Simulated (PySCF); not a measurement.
# C₁₅H₁₁N: NMR shifts at several levels of theory, part 2 of 2

PySCF 2.14.0. Atoms count from 0. The steps go on from the part before.

### 6 NMR shieldings: KT2/pcSseg-1

The job: settings as JSON, then the geometry in Å.

```
{"job": {"kind": "nmr", "xc": "KT2", "basis": "pcSseg-1", "pop": false}, "charge": 0, "multiplicity": 1}
C      4.597452     0.944001     0.148617
C      4.274912    -0.197441    -0.582545
C      2.949052    -0.610264    -0.689729
C      1.920188     0.111846    -0.069328
C      0.493998    -0.292459    -0.158549
C      0.111979    -1.564247    -0.679160
C     -1.216060    -1.896083    -0.742667
C     -2.193941    -0.977596    -0.290252
C     -3.586294    -1.233866    -0.317311
C     -4.475873    -0.292647     0.147567
C     -4.006752     0.940919     0.657828
C     -2.659905     1.215985     0.695851
C     -1.716528     0.266408     0.223569
N     -0.401353     0.571193     0.274623
C      2.258222     1.263524     0.657031
C      3.581480     1.673695     0.767337
H      5.638041     1.265885     0.234415
H      5.061305    -0.771664    -1.077997
H      2.722991    -1.499202    -1.280977
H      0.868047    -2.275988    -1.009726
H     -1.530609    -2.867380    -1.133988
H     -3.941319    -2.189425    -0.712495
H     -5.549165    -0.494589     0.124394
H     -4.724456     1.678995     1.023956
H     -2.273142     2.160001     1.083817
H      1.448564     1.822457     1.128256
H      3.824735     2.570951     1.341654
```

Method: GIAO KT2/pcSseg-1 NMR shielding, non-relativistic, gas phase.

Standard output:

```text
coarse grid: 24176 points
cycle   1  E = -644.2450843822  dE =  2.506e+00  |g| = 6.068e-01  |ddm| = 5.833e+00
cycle   2  E = -644.1512975311  dE =  9.379e-02  |g| = 8.626e-01  |ddm| = 2.264e+00
cycle   3  E = -644.3352784193  dE = -1.840e-01  |g| = 2.481e-01  |ddm| = 1.446e+00
cycle   4  E = -644.3514702163  dE = -1.619e-02  |g| = 7.014e-02  |ddm| = 3.714e-01
cycle   5  E = -644.3527975703  dE = -1.327e-03  |g| = 2.012e-02  |ddm| = 1.350e-01
cycle   6  E = -644.3528857531  dE = -8.818e-05  |g| = 9.911e-03  |ddm| = 3.759e-02
cycle   7  E = -644.3529090034  dE = -2.325e-05  |g| = 4.906e-03  |ddm| = 1.621e-02
cycle   8  E = -644.3529158494  dE = -6.846e-06  |g| = 1.141e-03  |ddm| = 6.833e-03
final grid: 238208 points
cycle   9  E = -644.3384472072  dE = -5.339e-04  |g| = 1.683e-02  |ddm| = 2.417e-01
cycle  10  E = -644.3383877460  dE =  5.946e-05  |g| = 2.138e-02  |ddm| = 5.551e-02
cycle  11  E = -644.3385059454  dE = -1.182e-04  |g| = 7.782e-03  |ddm| = 4.302e-02
cycle  12  E = -644.3385239422  dE = -1.800e-05  |g| = 1.850e-03  |ddm| = 1.115e-02
cycle  13  E = -644.3385247635  dE = -8.212e-07  |g| = 6.293e-04  |ddm| = 3.423e-03
cycle  14  E = -644.3385248569  dE = -9.349e-08  |g| = 2.004e-04  |ddm| = 9.508e-04
cycle  15  E = -644.3385248644  dE = -7.502e-09  |g| = 1.172e-04  |ddm| = 3.502e-04
cycle  16  E = -644.3385248685  dE = -4.027e-09  |g| = 2.299e-05  |ddm| = 1.561e-04
cycle  17  E = -644.3385248686  dE = -1.360e-10  |g| = 9.731e-06  |ddm| = 4.186e-05
converged SCF energy = -644.3385248686

GIAO shielding tensors (ppm)
atom      isotropic    diamagn.    paramagn.     s11        s22        s33       span
  0 C       58.248     254.156    -195.909    -43.038     48.294    169.487    212.526
  1 C       60.187     252.415    -192.228    -40.746     52.023    169.284    210.030
  2 C       63.951     251.011    -187.060    -30.933     51.708    171.079    202.012
  3 C       51.119     259.723    -208.604    -33.546     27.466    159.437    192.983
  4 C       36.960     254.243    -217.284    -44.927     18.774    137.033    181.961
  5 C       72.530     258.589    -186.059    -23.631     66.736    174.485    198.116
  6 C       52.660     248.570    -195.910    -41.248     42.406    156.821    198.069
  7 C       62.303     261.546    -199.242     -5.822      4.300    188.432    194.254
  8 C       60.778     247.091    -186.313    -28.157     54.083    156.409    184.566
  9 C       61.754     254.891    -193.138    -36.594     51.503    170.351    206.944
 10 C       58.696     254.122    -195.425    -42.420     50.016    168.493    210.913
 11 C       56.665     250.538    -193.873    -31.128     49.213    151.910    183.038
 12 C       42.628     249.819    -207.191    -24.887     -3.304    156.076    180.963
 13 N      -47.118     339.527    -386.645   -308.858    -92.960    260.464    569.322
 14 C       60.511     247.258    -186.747    -36.086     39.500    178.120    214.206
 15 C       59.134     253.934    -194.801    -41.416     49.717    169.100    210.516
 16 H       23.990      26.318      -2.328     20.784     24.898     26.288      5.504
 17 H       23.930      27.629      -3.699     20.261     24.861     26.668      6.407
 18 H       23.354      35.083     -11.728     17.880     23.645     28.538     10.659
 19 H       23.411      35.236     -11.825     17.236     23.701     29.296     12.060
 20 H       23.351      32.736      -9.385     18.574     24.075     27.405      8.831
 21 H       23.662      30.452      -6.790     19.117     24.562     27.307      8.191
 22 H       23.837      26.571      -2.733     19.820     25.177     26.515      6.694
 23 H       23.601      28.242      -4.640     19.548     24.765     26.492      6.945
 24 H       23.215      32.882      -9.667     18.587     23.719     27.338      8.751
 25 H       22.122      34.618     -12.496     15.547     23.048     27.771     12.224
 26 H       23.830      28.902      -5.073     20.099     24.743     26.647      6.548
```

Wall time 28 s (8 threads of AMD EPYC 9R45 (Zen 5), shared host).

In short: δ C4 146.3, C12 140.6, C3 132.1, C6 130.6, H18 8.44, H24 7.96 ppm (means over like atoms).

### 7 Nuclear shieldings: HF/pcSseg-1

Same as in step 6 but for these lines:

```diff
@@ -1,2 +1,2 @@
-{"job": {"kind": "nmr", "xc": "KT2", "basis": "pcSseg-1", "pop": false}, "charge": 0, "multiplicity": 1}
+{"job": {"kind": "nmr", "xc": "HF", "basis": "pcSseg-1", "pop": false}, "charge": 0, "multiplicity": 1}
 C      4.597452     0.944001     0.148617
```

With the program's defaults for keys left out, this is: GIAO HF/pcSseg-1 NMR shielding, non-relativistic, gas phase.

Standard output:

```text
final grid: 238208 points
cycle   1  E = -628.5839144032  dE =  5.376e+00  |g| = 7.188e-01  |ddm| = 5.469e+00
cycle   2  E = -628.7574057405  dE = -1.735e-01  |g| = 2.610e-01  |ddm| = 1.319e+00
cycle   3  E = -628.7737692459  dE = -1.636e-02  |g| = 1.372e-01  |ddm| = 6.188e-01
cycle   4  E = -628.7786750901  dE = -4.906e-03  |g| = 2.808e-02  |ddm| = 1.927e-01
cycle   5  E = -628.7789041234  dE = -2.290e-04  |g| = 7.367e-03  |ddm| = 4.861e-02
cycle   6  E = -628.7789334397  dE = -2.932e-05  |g| = 3.381e-03  |ddm| = 1.534e-02
cycle   7  E = -628.7789416625  dE = -8.223e-06  |g| = 1.388e-03  |ddm| = 9.063e-03
cycle   8  E = -628.7789434161  dE = -1.754e-06  |g| = 5.687e-04  |ddm| = 3.933e-03
cycle   9  E = -628.7789437630  dE = -3.468e-07  |g| = 2.337e-04  |ddm| = 1.840e-03
cycle  10  E = -628.7789438180  dE = -5.509e-08  |g| = 1.220e-04  |ddm| = 5.683e-04
cycle  11  E = -628.7789438411  dE = -2.302e-08  |g| = 5.442e-05  |ddm| = 4.452e-04
cycle  12  E = -628.7789438456  dE = -4.492e-09  |g| = 2.253e-05  |ddm| = 2.090e-04
cycle  13  E = -628.7789438461  dE = -5.784e-10  |g| = 8.499e-06  |ddm| = 7.537e-05
converged SCF energy = -628.7789438461

GIAO shielding tensors (ppm)
atom      isotropic    diamagn.    paramagn.     s11        s22        s33       span
  0 C       52.289     257.130    -204.841    -67.921     41.790    183.000    250.921
  1 C       56.673     255.340    -198.667    -62.039     49.193    182.864    244.902
  2 C       57.194     251.339    -194.145    -56.528     45.244    182.866    239.394
  3 C       48.265     260.856    -212.591    -57.285     28.257    173.823    231.108
  4 C       26.945     251.780    -224.835    -83.272     10.180    153.928    237.199
  5 C       70.407     259.846    -189.438    -44.945     72.379    183.787    228.732
  6 C       43.039     251.837    -208.798    -77.645     35.098    171.663    249.308
  7 C       59.832     263.299    -203.467    -15.885     -6.799    202.181    218.066
  8 C       56.209     249.768    -193.559    -56.513     53.653    171.486    227.999
  9 C       59.732     257.107    -197.375    -57.163     52.837    183.521    240.683
 10 C       53.217     256.626    -203.409    -69.185     46.703    182.133    251.318
 11 C       53.668     249.160    -195.491    -54.692     50.204    165.492    220.184
 12 C       34.463     247.448    -212.985    -54.009    -16.564    173.962    227.971
 13 N      -73.679     337.925    -411.604   -368.591   -134.201    281.754    650.345
 14 C       52.360     246.032    -193.672    -62.302     31.739    187.643    249.945
 15 C       55.475     255.991    -200.516    -63.196     46.552    183.070    246.265
 16 H       24.036      26.763      -2.726     20.155     25.284     26.669      6.514
 17 H       24.055      28.130      -4.074     19.666     25.369     27.131      7.465
 18 H       23.348      34.031     -10.683     17.075     23.746     29.224     12.148
 19 H       23.551      35.276     -11.725     16.538     23.883     30.233     13.695
 20 H       23.105      33.147     -10.043     17.652     23.701     27.961     10.308
 21 H       23.624      29.936      -6.312     18.189     24.789     27.894      9.705
 22 H       24.052      27.119      -3.066     19.258     25.575     27.324      8.066
 23 H       23.715      28.648      -4.933     19.069     24.974     27.102      8.033
 24 H       23.057      32.123      -9.065     17.258     23.924     27.990     10.732
 25 H       21.938      33.390     -11.451     14.585     22.897     28.333     13.748
 26 H       23.938      29.219      -5.281     19.512     25.193     27.107      7.595
```

It took 28 s on 8 threads of AMD EPYC 9R45 (Zen 5), shared host.

Key values: δ C4 163.9, C12 156.4, C6 147.8, C3 142.6, H18 9.04, H24 8.63 ppm (means over like atoms).

### 8 Side by side: NMR shifts

Shifts (ppm) of some atoms, chosen among heavy atoms and hydrogens apart, means over like atoms, with basis size and wall time:

```tsv
run	C4	C12	C6	C2	H24	H20	N13	functions	time
PBE0/pcSseg-1	158.2	151.7	142.3	132.4	8.43	8.24	339.5	327	44 s
PBE/pcSseg-1	155.2	149.0	139.3	129.6	8.20	8.02	337.4	327	27 s
wB97X-D/pcSseg-1	160.4	153.3	144.1	133.7	8.48	8.30	338.9	327	58 s
KT2/pcSseg-1	146.3	140.6	130.6	121.0	7.96	7.83	311.4	327	28 s
HF/pcSseg-1	163.9	156.4	147.8	136.1	8.63	8.58	339.4	327	28 s
```

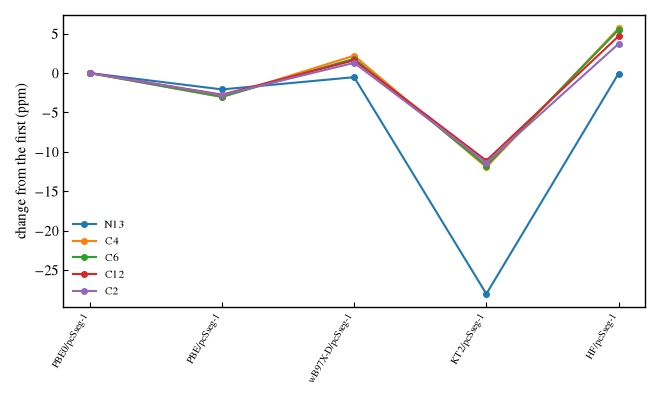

How five of the tabulated atoms move from run to run.

### 9 What came out

What follows sums up all 2 parts.

```
                                                               quantity                                                                                          value
                                                            point group                                                                                             C1
                                   rotational constants (main isotopes)                                                                           1.74, 0.28, 0.24 GHz
13C shifts against TMS (PBE0/pcSseg-1, means over atoms taken as alike)  158.2, 151.7, 142.3, 142.1, 137.5, 135.7, 135.2, 133.9, 132.8, 132.4, 131.7, 130.4, 120.9 ppm
 1H shifts against TMS (PBE0/pcSseg-1, means over atoms taken as alike)                                       8.83, 8.43, 8.24, 8.15, 7.91, 7.90, 7.68, 7.64, 7.54 ppm
                                 15N shifts against NH3 (PBE0/pcSseg-1)                                                                                      339.5 ppm
                                              range of the shift of N13                                                                             311.4 to 339.5 ppm
```

In words: Single values in the summary come from the first run of each kind that ended normally (PBE0/pcSseg-1), which need not be the best level. Relaxing lowered the energy by 0.086 eV in 9 steps; the close pair that moved most is C3–C4, from 1.470 to 1.485 Å. At PBE0/pcSseg-1: Shielding is most anisotropic at N13 (span 641 ppm, paramagnetic term -412 ppm). NICS(1)zz of -25 ppm above the planar ring from C0 marks a diatropic (aromatic) ring current. NICS(1)zz of -24 ppm above the planar ring from C4 marks a diatropic (aromatic) ring current. NICS(1)zz of -28 ppm above the planar ring from C7 marks a diatropic (aromatic) ring current. In ppm, N13 moves most: its shift spreads over 28.0 ppm, from 311.4 (KT2/pcSseg-1) to 339.5 (PBE0/pcSseg-1).
